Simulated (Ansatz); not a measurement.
Hypothetical R-3m MgH2, response to strain

Consider MgH2 in the CdCl2 type structure (space group R-3m, No. 166; a hypothetical phase, not in the database extracts checked).

Space group R-3m, hexagonal axes (No. 166); a = b = 3.009 Å, c = 12.594 Å, α = β = 90.00°, γ = 120.00°

```json
[
 {"atom": "Mg", "site": "3a", "symmetry": "-3m", "x": "0.0000", "y": "0.0000", "z": "0.0000"},
 {"atom": "H", "site": "6c", "symmetry": "3m", "x": "0.0000", "y": "0.0000", "z": "0.2607"}
]
```
(The calculation used a cell of 3 atoms; values per cell refer to that cell.)

Strains are applied to the cell and any free atomic positions relax.

Level of theory: r2SCAN+rVV10 in Ansatz (plane waves to 500 eV, PAW, without spin-orbit coupling).

Notes on the quantities. pressure: mean of the normal stresses, compression positive.

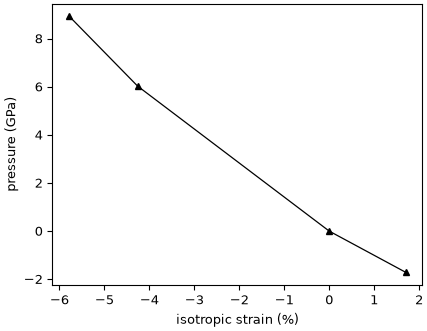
Fig. 1. Pressure against isotropic strain

```
isotropic strain (%)   pressure
--------------------  ---------
-5.78                  8.92 GPa
-4.26                  6.02 GPa
1.7                   -1.71 GPa
```

Whether these cells are dynamically stable was not tested.

Ansatz is a program for electronic structure.
